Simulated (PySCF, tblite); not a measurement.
# C₅H₄FO₃S−: a rotation path, then NMR shifts on frames, part 2 of 2

tblite 0.8.0 and PySCF 2.14.0. Atoms count from 0. The steps go on from the part before.

**5. Nuclear shieldings: image 4, PBE0/pcSseg-1**

Job settings and geometry (Å):

```
{"job": {"kind": "nmr", "xc": "PBE0", "basis": "pcSseg-1", "pop": false}, "charge": -1, "multiplicity": 1}
C      2.407100     1.217800    -0.512600
C      1.616500     0.426100    -0.082000
C      0.838500    -0.651500     0.434000
C     -0.113800    -1.407300    -0.468000
C     -0.645700    -0.519900     0.595400
F     -1.187200    -1.125600     1.698200
S     -1.562900     0.988100     0.043500
O     -2.347600     0.486100    -1.077100
O     -0.525800     1.931000    -0.341100
O     -2.341100     1.388900     1.201700
H      2.954800     2.027900    -0.889500
H      1.347800    -1.238100     1.197300
H     -0.255800    -1.043100    -1.473500
H     -0.185500    -2.480900    -0.348600
```

Level: GIAO PBE0/pcSseg-1 NMR shielding, non-relativistic, gas phase.

The program printed:

```text
coarse grid: 13880 points
cycle   1  E = -915.3158646685  dE =  2.572e+00  |g| = 1.416e+00  |ddm| = 4.074e+00
cycle   2  E = -914.6258316058  dE =  6.900e-01  |g| = 2.425e+00  |ddm| = 3.730e+00
cycle   3  E = -915.6622210687  dE = -1.036e+00  |g| = 2.463e-01  |ddm| = 2.629e+00
cycle   4  E = -915.6732523019  dE = -1.103e-02  |g| = 1.299e-01  |ddm| = 4.057e-01
cycle   5  E = -915.6763475047  dE = -3.095e-03  |g| = 6.594e-02  |ddm| = 1.337e-01
cycle   6  E = -915.6773631003  dE = -1.016e-03  |g| = 1.024e-02  |ddm| = 5.204e-02
cycle   7  E = -915.6773844808  dE = -2.138e-05  |g| = 3.387e-03  |ddm| = 1.205e-02
cycle   8  E = -915.6773865420  dE = -2.061e-06  |g| = 1.253e-03  |ddm| = 4.330e-03
final grid: 134504 points
cycle   9  E = -915.7780174368  dE = -3.476e-05  |g| = 1.190e-02  |ddm| = 4.558e-02
cycle  10  E = -915.7779803203  dE =  3.712e-05  |g| = 1.829e-02  |ddm| = 2.975e-02
cycle  11  E = -915.7780439555  dE = -6.364e-05  |g| = 2.749e-03  |ddm| = 1.816e-02
cycle  12  E = -915.7780454803  dE = -1.525e-06  |g| = 7.130e-04  |ddm| = 2.579e-03
cycle  13  E = -915.7780455870  dE = -1.067e-07  |g| = 2.410e-04  |ddm| = 6.904e-04
cycle  14  E = -915.7780456004  dE = -1.340e-08  |g| = 5.189e-05  |ddm| = 2.434e-04
cycle  15  E = -915.7780456009  dE = -4.877e-10  |g| = 2.262e-05  |ddm| = 6.594e-05
converged SCF energy = -915.7780456009

GIAO shielding tensors (ppm)
atom      isotropic    diamagn.    paramagn.     s11        s22        s33       span
  0 C      112.613     266.304    -153.691     42.243     51.527    244.070    201.828
  1 C       95.238     253.487    -158.249    -10.096     -0.708    296.519    306.615
  2 C      167.578     254.512     -86.934    140.842    161.613    200.278     59.437
  3 C      164.249     255.298     -91.049    140.569    158.638    193.541     52.972
  4 C       90.241     251.996    -161.755     49.165     74.499    147.059     97.894
  5 F      369.846     474.483    -104.638    295.328    367.608    446.601    151.274
  6 S      193.303    1048.346    -855.043     52.172    250.578    277.158    224.986
  7 O       94.600     401.727    -307.127     34.126     95.831    153.844    119.719
  8 O       95.646     405.428    -309.782     42.068     96.876    147.995    105.927
  9 O      121.082     397.712    -276.631     96.417    107.065    159.763     63.346
 10 H       30.599      35.740      -5.141     25.233     25.982     40.580     15.347
 11 H       29.956      30.817      -0.861     23.162     28.830     37.876     14.713
 12 H       30.532      32.042      -1.510     26.013     28.958     36.624     10.611
 13 H       30.910      31.897      -0.987     26.172     27.759     38.799     12.627
```

Run time: 28 s. Hardware: 1 thread of Arm Neoverse V1, shared host; peak memory 0.88 GiB.

In short: δ C4 96.7, C1 91.7, C0 74.3, C3 22.7, H11 1.76, H12 1.19 ppm.

**6. Nuclear shieldings: image 6, PBE0/pcSseg-1**

Job settings and geometry (Å):

```
{"job": {"kind": "nmr", "xc": "PBE0", "basis": "pcSseg-1", "pop": false}, "charge": -1, "multiplicity": 1}
C      2.369300     1.300300    -0.323200
C      1.590800     0.455700     0.019400
C      0.818600    -0.661300     0.454100
C     -0.068600    -1.401300    -0.525700
C     -0.673000    -0.561900     0.536600
F     -1.273000    -1.202900     1.587300
S     -1.551800     0.960000    -0.005400
O     -2.766300     0.439600    -0.615600
O     -0.629700     1.559000    -0.958100
O     -1.758400     1.724100     1.212000
H      2.918200     2.129400    -0.654400
H      1.301600    -1.264000     1.221200
H     -0.152400    -0.997900    -1.522700
H     -0.125900    -2.479300    -0.447700
```

Level: GIAO PBE0/pcSseg-1 NMR shielding, non-relativistic, gas phase.

The program printed:

```text
coarse grid: 13880 points
cycle   1  E = -915.3226854625  dE =  2.576e+00  |g| = 1.412e+00  |ddm| = 4.072e+00
cycle   2  E = -914.6465781792  dE =  6.761e-01  |g| = 2.406e+00  |ddm| = 3.681e+00
cycle   3  E = -915.6667011198  dE = -1.020e+00  |g| = 2.433e-01  |ddm| = 2.555e+00
cycle   4  E = -915.6774998928  dE = -1.080e-02  |g| = 1.275e-01  |ddm| = 3.908e-01
cycle   5  E = -915.6804660080  dE = -2.966e-03  |g| = 6.541e-02  |ddm| = 1.302e-01
cycle   6  E = -915.6814677023  dE = -1.002e-03  |g| = 9.914e-03  |ddm| = 5.188e-02
cycle   7  E = -915.6814877089  dE = -2.001e-05  |g| = 3.247e-03  |ddm| = 1.167e-02
cycle   8  E = -915.6814896572  dE = -1.948e-06  |g| = 1.171e-03  |ddm| = 4.252e-03
final grid: 134504 points
cycle   9  E = -915.7824691278  dE = -3.770e-05  |g| = 1.156e-02  |ddm| = 4.600e-02
cycle  10  E = -915.7824356978  dE =  3.343e-05  |g| = 1.759e-02  |ddm| = 2.853e-02
cycle  11  E = -915.7824940860  dE = -5.839e-05  |g| = 2.623e-03  |ddm| = 1.749e-02
cycle  12  E = -915.7824954564  dE = -1.370e-06  |g| = 7.010e-04  |ddm| = 2.499e-03
cycle  13  E = -915.7824955580  dE = -1.017e-07  |g| = 2.505e-04  |ddm| = 6.768e-04
cycle  14  E = -915.7824955726  dE = -1.452e-08  |g| = 5.113e-05  |ddm| = 2.440e-04
cycle  15  E = -915.7824955730  dE = -4.673e-10  |g| = 2.202e-05  |ddm| = 6.151e-05
converged SCF energy = -915.7824955730

GIAO shielding tensors (ppm)
atom      isotropic    diamagn.    paramagn.     s11        s22        s33       span
  0 C      113.681     266.347    -152.666     44.547     50.841    245.656    201.109
  1 C       95.857     253.529    -157.673     -7.190     -1.670    296.430    303.619
  2 C      170.665     254.229     -83.564    144.949    161.245    205.801     60.851
  3 C      167.127     255.448     -88.320    146.385    159.060    195.938     49.553
  4 C       91.679     251.548    -159.868     49.660     75.448    149.931    100.271
  5 F      381.402     474.591     -93.189    316.921    385.073    442.211    125.289
  6 S      192.339    1048.405    -856.067     54.271    246.542    276.203    221.931
  7 O      102.802     399.750    -296.948     45.049     99.662    163.694    118.645
  8 O      100.411     406.248    -305.837     49.092     99.774    152.368    103.276
  9 O      125.023     399.474    -274.451     83.996    109.005    182.066     98.070
 10 H       30.647      36.112      -5.465     25.245     25.924     40.772     15.527
 11 H       30.089      30.783      -0.693     23.246     28.874     38.147     14.902
 12 H       30.403      31.802      -1.399     25.173     29.344     36.693     11.521
 13 H       31.021      31.826      -0.805     26.185     27.630     39.246     13.062
```

Wall time 29 s (1 thread of Arm Neoverse V1, shared host); peak memory 0.84 GiB.

In short: δ C4 95.2, C1 91.1, C0 73.2, C3 19.8, H11 1.63, H12 1.31 ppm.

**7. Shielding tensors: image 8, PBE0/pcSseg-1**

Job settings and geometry (Å):

```
{"job": {"kind": "nmr", "xc": "PBE0", "basis": "pcSseg-1", "pop": false}, "charge": -1, "multiplicity": 1}
C      2.242400     1.396000    -0.167700
C      1.520700     0.482200     0.113900
C      0.787300    -0.685200     0.475500
C     -0.020900    -1.428800    -0.567100
C     -0.707800    -0.626800     0.474200
F     -1.354500    -1.293400     1.480100
S     -1.489000     0.952400    -0.062700
O     -2.909500     0.647400    -0.123800
O     -0.875200     1.179800    -1.364400
O     -1.119000     1.912800     0.962300
H      2.778600     2.258000    -0.428300
H      1.253100    -1.286300     1.253800
H     -0.057600    -0.999300    -1.556600
H     -0.049300    -2.509300    -0.511500
```

Level: GIAO PBE0/pcSseg-1 NMR shielding, non-relativistic, gas phase.

The program printed:

```text
coarse grid: 13880 points
cycle   1  E = -915.3249749541  dE =  2.578e+00  |g| = 1.409e+00  |ddm| = 4.081e+00
cycle   2  E = -914.6529864892  dE =  6.720e-01  |g| = 2.401e+00  |ddm| = 3.616e+00
cycle   3  E = -915.6672539606  dE = -1.014e+00  |g| = 2.461e-01  |ddm| = 2.504e+00
cycle   4  E = -915.6782497834  dE = -1.100e-02  |g| = 1.298e-01  |ddm| = 3.855e-01
cycle   5  E = -915.6813717542  dE = -3.122e-03  |g| = 6.491e-02  |ddm| = 1.307e-01
cycle   6  E = -915.6823584554  dE = -9.867e-04  |g| = 9.348e-03  |ddm| = 5.206e-02
cycle   7  E = -915.6823765432  dE = -1.809e-05  |g| = 2.875e-03  |ddm| = 1.074e-02
cycle   8  E = -915.6823782267  dE = -1.684e-06  |g| = 7.853e-04  |ddm| = 3.744e-03
final grid: 134504 points
cycle   9  E = -915.7832288273  dE = -3.883e-05  |g| = 1.140e-02  |ddm| = 4.817e-02
cycle  10  E = -915.7831980844  dE =  3.074e-05  |g| = 1.711e-02  |ddm| = 2.813e-02
cycle  11  E = -915.7832530227  dE = -5.494e-05  |g| = 2.542e-03  |ddm| = 1.717e-02
cycle  12  E = -915.7832543141  dE = -1.291e-06  |g| = 6.848e-04  |ddm| = 2.453e-03
cycle  13  E = -915.7832544116  dE = -9.746e-08  |g| = 2.471e-04  |ddm| = 6.485e-04
cycle  14  E = -915.7832544258  dE = -1.426e-08  |g| = 4.682e-05  |ddm| = 2.428e-04
cycle  15  E = -915.7832544262  dE = -4.125e-10  |g| = 1.861e-05  |ddm| = 5.517e-05
converged SCF energy = -915.7832544262

GIAO shielding tensors (ppm)
atom      isotropic    diamagn.    paramagn.     s11        s22        s33       span
  0 C      115.102     265.510    -150.408     41.697     51.329    252.280    210.584
  1 C       95.881     253.872    -157.991     -8.099      1.353    294.388    302.487
  2 C      172.972     254.109     -81.136    146.290    161.616    211.011     64.721
  3 C      164.701     255.881     -91.180    144.086    158.161    191.855     47.769
  4 C       90.731     251.135    -160.404     49.531     73.557    149.105     99.575
  5 F      383.800     474.158     -90.358    321.070    383.384    446.946    125.876
  6 S      195.484    1048.324    -852.840     53.878    250.397    282.176    228.298
  7 O      114.593     397.855    -283.262     70.309    101.542    171.928    101.620
  8 O      100.989     405.162    -304.172     67.967     96.946    138.055     70.087
  9 O      116.708     401.961    -285.253     70.743    103.062    176.318    105.575
 10 H       30.756      36.373      -5.617     25.163     25.878     41.227     16.064
 11 H       30.149      30.706      -0.557     23.286     28.737     38.424     15.138
 12 H       29.825      31.648      -1.823     23.893     29.474     36.106     12.213
 13 H       31.015      31.755      -0.740     26.210     27.543     39.292     13.082
```

It took 29 s on 1 thread of Arm Neoverse V1, shared host; peak memory 0.88 GiB.

This run: δ C4 96.2, C1 91.0, C0 71.8, C3 22.2, H12 1.89, H11 1.57 ppm.

**8. Comparing the runs: NMR shifts**

Shifts (ppm) of some atoms, chosen among heavy atoms and hydrogens apart, with basis size and wall time:

```csv
frame,H12,H11,F5,S6,O7,O9,O8,functions,time
image 0,1.92,1.57,-213.5,308,235.3,221.2,219.2,197,29 s
image 2,1.85,1.70,-201.2,306,233.7,219.1,240.8,197,29 s
image 4,1.19,1.76,-198.9,310,241.5,215.0,240.4,197,28 s
image 6,1.31,1.63,-210.5,311,233.3,211.1,235.7,197,29 s
image 8,1.89,1.57,-212.9,308,221.5,219.4,235.1,197,29 s
```

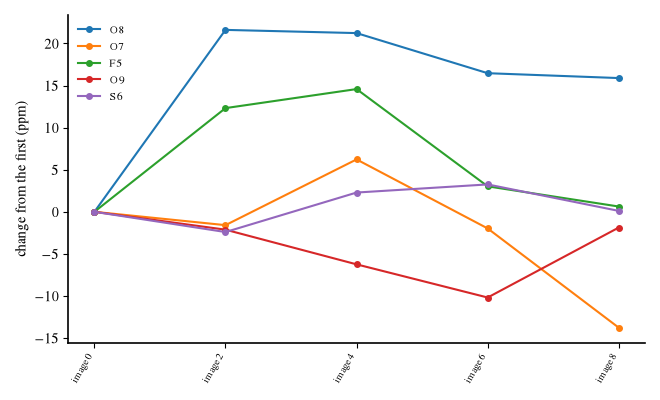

How five of the tabulated atoms move from run to run.

**9. Summary of results**

The summary covers parts 1 to 2.

| quantity | value |
| --- | --- |
| barrier | 0.110 eV (2.5 kcal/mol) at image 4 |
| end to end (GFN2-xTB) | 0.000 eV |
| 13C shifts against TMS (PBE0/pcSseg-1, image 0) | 96.3, 91.0, 71.9, 22.2, 13.9 ppm |
| 1H shifts against TMS (PBE0/pcSseg-1, image 0) | 1.92, 1.57, 0.97, 0.70 ppm |
| 19F shifts against CFCl3 (PBE0/pcSseg-1, image 0) | -213.5 ppm |
| 33S shifts against CS2 (PBE0/pcSseg-1, image 0) | 308 ppm |
| 17O shifts against H2O (PBE0/pcSseg-1, image 0) | 235.3, 221.2, 219.2 ppm |
| range of the shift of O8 | 219.2 to 240.8 ppm |

What this shows: Along the band the dihedral turns by 121°, and the top (dihedral 161°) lies 2.5 kcal/mol above the start (GFN2-xTB, rough), so at room temperature this motion is fast. The top was not checked by a frequency run. Shifts at one fixed geometry are not the observed spectrum, which averages over the motion. In the first frame run (image 0): Shielding is most anisotropic at C1 (span 302 ppm, paramagnetic term -158 ppm). In ppm, O8 moves most: its shift spreads over 21.6 ppm, from 219.2 (image 0) to 240.8 (image 2).
